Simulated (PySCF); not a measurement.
**CSF3 (SMILES FC(F)(F)[S]), step by step**

Wanted: a structure relaxation (UHCTH147/ANO-RCC-VDZ), then the energy (UCCSD(T)/6-31G), then the charge distribution (UTPSS/pc-2) of CSF3. 

The results are computed with PySCF 2.14.0.

1 further run of the same task is left out (for a faulty analytic Hessian).

**1. The molecule**

The species is CSF3 (5 atoms), meant as a doublet with charge 0. SMILES: `FC(F)(F)[S]`. All atoms were displaced at random from a relaxed shape. The run starts from this shape.

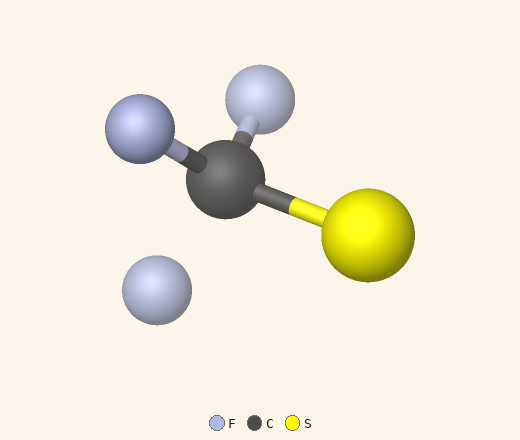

The structure, seen from a chosen angle (fluorine light blue, carbon dark grey, sulfur yellow).

**2. A structure relaxation at UHCTH147/ANO-RCC-VDZ (sfX2C, density fitting with def2-universal-jkfit) (run 1)**

The input, input.py:

```python
from pyscf import gto, dft
from pyscf.geomopt.geometric_solver import kernel as optimise

molecule = gto.M(
    atom=[
    ('F', (0.181267, 0.045449, 1.432690)),
    ('C', (-0.039306, -0.063234, 0.089729)),
    ('F', (-1.212748, -0.407874, -0.153927)),
    ('F', (0.955542, -1.102719, -0.392441)),
    ('S', (0.211177, 1.458708, -0.810753)),
],
    spin=1,
    charge=0,
    max_memory=1860,
    verbose=3,
    basis='ano-rcc-vdz',
)

myscf = dft.UKS(molecule, xc='hcth147')
myscf = myscf.x2c()
myscf = myscf.density_fit(auxbasis='def2-universal-jkfit')
myscf = myscf.newton()
converged, mol_eq = optimise(myscf, maxsteps=100)
print('converged:', converged)
print(mol_eq.tostring())

myscf.reset(mol_eq)
molecule = mol_eq
myscf.kernel()
etot = myscf.e_tot
print(f'total energy: {etot:.8f} hartree')
```

Run with:

```console
$ OMP_NUM_THREADS=1 python input.py
```

Output:

```text
maxiter                   100
----------------------------------------------------------
Custom engine selected.
Bonds will be generated from interatomic distances less than 1.20 times sum of covalent radii
15 internal coordinates being used (instead of 15 Cartesians)
Internal coordinate system (atoms numbered from 1):
Distance 1-2
Distance 2-3
Distance 2-4
Distance 2-5
Angle 1-2-3
Angle 1-2-4
Angle 1-2-5
Angle 3-2-4
Angle 3-2-5
Angle 4-2-5
Translation-X 1-5
Translation-Y 1-5
Translation-Z 1-5
Rotation-A 1-5
Rotation-B 1-5
Rotation-C 1-5
> ===== Optimization Info: ====
> Job type: Energy minimization
> Maximum number of optimization cycles: 100
> Initial / maximum trust radius (Angstrom): 0.100 / 0.300
> Convergence Criteria:
> Will converge when all 5 criteria are reached:
>  |Delta-E| < 1.00e-06
>  RMS-Grad  < 3.00e-04
>  Max-Grad  < 4.50e-04
>  RMS-Disp  < 1.20e-03
>  Max-Disp  < 1.80e-03
> === End Optimization Info ===

[... 11 lines left out ...]
WARN: HOMO -0.27500022739738 >= LUMO -0.275000227397379
[... 11 lines left out ...]
Step    0 : Gradient = 8.602e-02/1.359e-01 (rms/max) Energy = -737.1475829938
[... 31 lines left out ...]
converged SCF energy = -737.172887618204  <S^2> = 0.75315297  2S+1 = 2.0031505
[... 41 lines left out ...]
converged SCF energy = -737.173616018645  <S^2> = 0.75313672  2S+1 = 2.0031343
[... 41 lines left out ...]
converged SCF energy = -737.173648336097  <S^2> = 0.75310492  2S+1 = 2.0031025
[... 41 lines left out ...]
converged SCF energy = -737.17365046202  <S^2> = 0.75309908  2S+1 = 2.0030967
[... 42 lines left out ...]
converged SCF energy = -737.1736534599  <S^2> = 0.7531011  2S+1 = 2.0030987
[... 32 lines left out ...]
Converged! =D
[... 1 line left out ...]
converged: True
F           0.18375576        0.05887683        1.44908610
C          -0.00164717       -0.05057076        0.06599878
F          -1.28443214       -0.57819679       -0.12130283
F           0.92296125       -0.98958204       -0.41921596
S           0.26582091        1.57259346       -0.84047787

converged SCF energy = -737.173653945459  <S^2> = 0.75310308  2S+1 = 2.0031007
total energy: -737.17365395 hartree
```

Wall time 3.8 min (1 thread of Arm Neoverse V2, shared host); peak memory 0.58 GiB.

Step by step:

```csv
step,energy from the first frame kept (eV),largest force (eV/Å)
0,0.0000,6.9886
1,-0.5644,2.7608
2,-0.6886,1.0650
3,-0.7061,0.3155
4,-0.7084,0.1857
5,-0.7092,0.0392
6,-0.7093,0.0148
7,-0.7093,0.0356
8,-0.7093,0.0555
9,-0.7094,0.0461
10,-0.7094,0.0186
11,-0.7094,0.0060
```

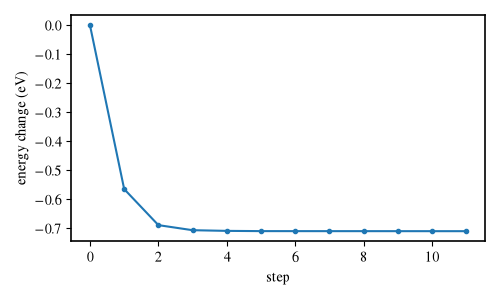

Energy along the run.

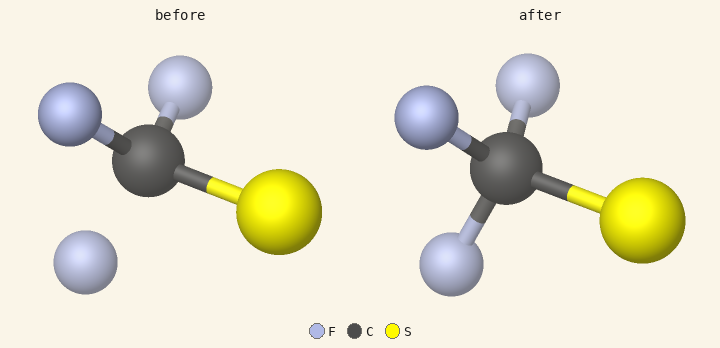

Before and after, at one scale.

After the run. Bond lengths: F1–C2 1.400 Å, C2–F3 1.400 Å, C2–F4 1.404 Å, C2–S5 1.878 Å. Angles: F1–C2–F3 106.4°, F1–C2–F4 107.8°, F1–C2–S5 113.0°, F3–C2–F4 107.8°, F3–C2–S5 113.1°, F4–C2–S5 108.5°.

**3. A single-point energy at UCCSD(T)/6-31G (run 3)**

The input, job.py:

```python
from pyscf import gto, scf, cc

mol = gto.M(
    atom='''
F      0.183756     0.058877     1.449086
C     -0.001647    -0.050571     0.065999
F     -1.284432    -0.578197    -0.121303
F      0.922961    -0.989582    -0.419216
S      0.265821     1.572593    -0.840478
''',
    cart=True,
    basis='6-31g',
    max_memory=1860,
    spin=1,
    verbose=4,
)

mf = scf.UHF(mol)
mf.max_cycle = 100
mf.kernel()
if not mf.converged:
    mf = mf.newton().run(mf.mo_coeff, mf.mo_occ)

mycc = cc.CCSD(mf, frozen=9)
mycc.kernel()
e_t = mycc.ccsd_t()
etot = mycc.e_tot + e_t
print('E(%s) = %.9f' % ('CCSD(T)', etot))
dip = mf.dip_moment()
pop, q = mf.mulliken_pop()
```

Run with:

```console
$ OMP_NUM_THREADS=1 python job.py
```

Output:

```text
PySCF version 2.14.0

[INPUT] num. atoms = 5
[INPUT] num. electrons = 49
[INPUT] charge = 0
[INPUT] spin (= nelec alpha-beta = 2S) = 1
[INPUT] symmetry False subgroup None
[INPUT] Mole.unit = angstrom
[INPUT] Cartesian GTO integrals (6d 10f)
[INPUT] Symbol           X                Y                Z      unit          X                Y                Z       unit  Magmom
[INPUT]  1 F      0.183756000000   0.058877000000   1.449086000000 AA    0.347248513746   0.111261405036   2.738375670941 Bohr   0.0
[INPUT]  2 C     -0.001647000000  -0.050571000000   0.065999000000 AA   -0.003112378927  -0.095565339845   0.124720034495 Bohr   0.0
[INPUT]  3 F     -1.284432000000  -0.578197000000  -0.121303000000 AA   -2.427224705627  -1.092633976045  -0.229229448088 Bohr   0.0
[INPUT]  4 F      0.922961000000  -0.989582000000  -0.419216000000 AA    1.744143513655  -1.870038957799  -0.792203427036 Bohr   0.0
[INPUT]  5 S      0.265821000000   1.572593000000  -0.840478000000 AA    0.502328888158   2.971770075408  -1.588273233722 Bohr   0.0

[... 80 lines left out ...]
converged SCF energy = -733.519818967594  <S^2> = 0.75465389  2S+1 = 2.0046485
[... 12 lines left out ...]
Init t2, MP2 energy = -0.500339608338557
[... 16 lines left out ...]
UCCSD converged
[... 3 lines left out ...]
Dipole moment(X, Y, Z, Debye):  0.21554,  1.78686, -0.92355
[... 11 lines left out ...]
charge of  4S =      0.33511  (     8.36379      7.30110 )
```

Wall time 13 s (1 thread of Arm Neoverse V2, shared host); peak memory 0.24 GiB.

**4. Energy and one-electron properties at UTPSS/pc-2 (Coulomb fitting set, COSMO aniline) (run 4)**

The input, input.xyz:

```xyz
5

F      0.183756     0.058877     1.449086
C     -0.001647    -0.050571     0.065999
F     -1.284432    -0.578197    -0.121303
F      0.922961    -0.989582    -0.419216
S      0.265821     1.572593    -0.840478
```

The input, input.py:

```python
# FC(F)(F)[S]
from pyscf import gto, dft, solvent

mol = gto.M(
    atom='input.xyz',
    verbose=4,
    max_memory=1860,
    basis='pc-2',
    charge=0,
    spin=1,
)

mf = dft.UKS(mol)
mf.xc = 'tpss'
mf = mf.density_fit(auxbasis='def2-universal-jfit')
mf = mf.PCM()
mf.with_solvent.method = 'COSMO'
mf.with_solvent.eps = 6.8882
mf.max_cycle = 100
mf.kernel()
if not mf.converged:
    mf = mf.newton().run(mf.mo_coeff, mf.mo_occ)

energy = mf.e_tot
print('Final energy', energy)
mf.analyze()
quad = mf.quad_moment()
```

Run with:

```console
$ OMP_NUM_THREADS=1 python input.py
```

Output:

```text
PySCF version 2.14.0

[INPUT] num. atoms = 5
[INPUT] num. electrons = 49
[INPUT] charge = 0
[INPUT] spin (= nelec alpha-beta = 2S) = 1
[INPUT] symmetry False subgroup None
[INPUT] Mole.unit = angstrom
[INPUT] Symbol           X                Y                Z      unit          X                Y                Z       unit  Magmom
[INPUT]  1 F      0.183756000000   0.058877000000   1.449086000000 AA    0.347248513746   0.111261405036   2.738375670941 Bohr   0.0
[INPUT]  2 C     -0.001647000000  -0.050571000000   0.065999000000 AA   -0.003112378927  -0.095565339845   0.124720034495 Bohr   0.0
[INPUT]  3 F     -1.284432000000  -0.578197000000  -0.121303000000 AA   -2.427224705627  -1.092633976045  -0.229229448088 Bohr   0.0
[INPUT]  4 F      0.922961000000  -0.989582000000  -0.419216000000 AA    1.744143513655  -1.870038957799  -0.792203427036 Bohr   0.0
[INPUT]  5 S      0.265821000000   1.572593000000  -0.840478000000 AA    0.502328888158   2.971770075408  -1.588273233722 Bohr   0.0

[... 46 lines left out ...]
Solvent Energy = -6.07545990642321e-05
[... 8 lines left out ...]
Solvent Energy = -0.00496239286328301
[... 17 lines left out ...]
Solvent Energy = -0.00217069506767822
[... 17 lines left out ...]
Solvent Energy = -0.00223295396080208
[... 17 lines left out ...]
Solvent Energy = -0.00223636203617298
[... 13 lines left out ...]
converged SCF energy = -735.993195373377  <S^2> = 0.75461587  2S+1 = 2.0046106
[... 3 lines left out ...]
Nuclear Repulsion Energy =             229.119339733349108
[... 2 lines left out ...]
Two-electron Coulomb Energy =          571.880784123224998
[... 5 lines left out ...]
MO #2   energy= -24.4628288972203  | -24.4617983745719  occ= 1 | 1
[... 181 lines left out ...]
Dipole moment(X, Y, Z, Debye):  0.18422,  1.31136, -0.70199
Traceless quadrupole moment (Debye*A):
```

Run time: 70 s. Hardware: 1 thread of Arm Neoverse V2, shared host; peak memory 0.69 GiB.

Atomic charges (e):

```csv
atom,Mulliken
F1,-0.241
C2,+0.675
F3,-0.241
F4,-0.240
S5,+0.046
```

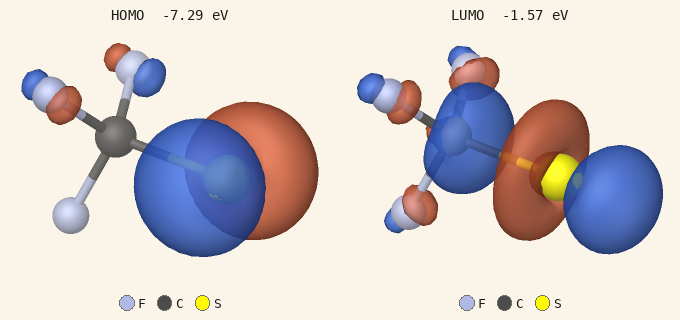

Frontier orbitals of this run (spin up), surfaces at ±0.2 Å^-3/2.

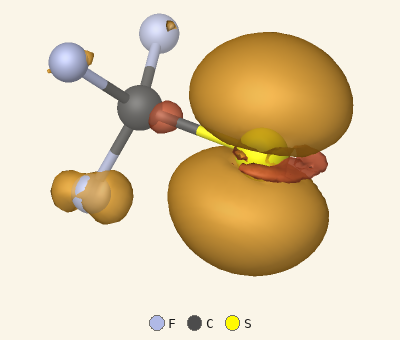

Spin density, surfaces at ±0.03 e/Å³.

**5. Results**

| quantity | value |
| --- | --- |
| run 1, UHCTH147/ANO-RCC-VDZ: total energy at the end | -737.17365 Eh |
| run 1, UHCTH147/ANO-RCC-VDZ: dipole moment | 1.69 D |
| run 1, UHCTH147/ANO-RCC-VDZ: HOMO energy (highest over α and β) | -7.34 eV |
| run 1, UHCTH147/ANO-RCC-VDZ: LUMO energy (lowest over α and β) | -7.12 eV |
| run 1, UHCTH147/ANO-RCC-VDZ: ⟨S²⟩ | 0.753 |
| run 3, UCCSD(T)/6-31G: total energy | -734.04000 Eh |
| run 3, UCCSD(T)/6-31G: dipole moment (Hartree–Fock density) | 2.02 D |
| run 3, UCCSD(T)/6-31G: HOMO energy (Hartree–Fock orbitals) (highest over α and β) | -11.65 eV |
| run 3, UCCSD(T)/6-31G: LUMO energy (Hartree–Fock orbitals) (lowest over α and β) | -1.34 eV |
| run 3, UCCSD(T)/6-31G: correlation energy (9 core orbitals frozen) | -520.2 mEh |
| run 3, UCCSD(T)/6-31G: (T) correction | -11.71 mEh |
| run 3, UCCSD(T)/6-31G: ⟨S²⟩ of the reference determinant | 0.755 |
| run 3, UCCSD(T)/6-31G: T1 diagnostic | 0.014 |
| run 4, UTPSS/pc-2: total energy | -735.99320 Eh |
| run 4, UTPSS/pc-2: dipole moment | 1.50 D |
| run 4, UTPSS/pc-2: HOMO energy (highest over α and β) | -6.98 eV |
| run 4, UTPSS/pc-2: LUMO energy (lowest over α and β) | -6.17 eV |
| run 4, UTPSS/pc-2: solvent term in the energy | -5.9 kJ/mol |
| run 4, UTPSS/pc-2: ⟨S²⟩ | 0.755 |

**Reading.** The optimisation (run 1, UHCTH147/ANO-RCC-VDZ) took 11 steps and changed the energy by -0.709 eV. Mulliken charges (run 1, UHCTH147/ANO-RCC-VDZ) run from -0.20 on F4 to +0.37 on C2; they depend strongly on the basis. The triples (run 3, UCCSD(T)/6-31G) make up 2.3 % of the correlation energy. Mulliken charges (run 4, UTPSS/pc-2) run from -0.24 on F3 to +0.67 on C2.
